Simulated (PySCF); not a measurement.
PPb (charge −1)

```xyz
2

P     0.0000    0.0000   -2.0393
Pb    0.0000    0.0000    0.3037
```

Core potentials replace the inner electrons of Pb.

Computed with PySCF, PBE0/def2-SVPD, non-relativistic Hamiltonian with scalar-relativistic core potentials where named, at a bond length of 2.343 Å.

What can the converged electron density and electron localisation function tell about the bonding?

P–Pb (2.34 Å): ρ at the midpoint is about 0.65 e/Å³; the ELF peaks at about 0.75 in the valence shell of P, 0.9 Å from its nucleus, and drops to about 0.25 between the two atoms.

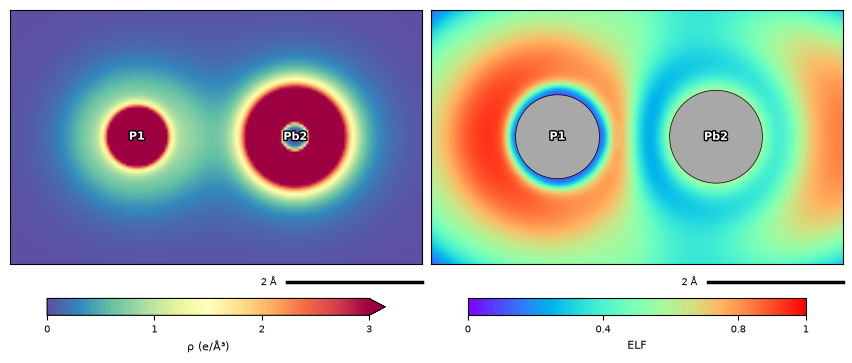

Computed electron density and electron localisation function on a plane that holds the molecular axis, in this order. Grey discs cover the atomic cores in the ELF map. 
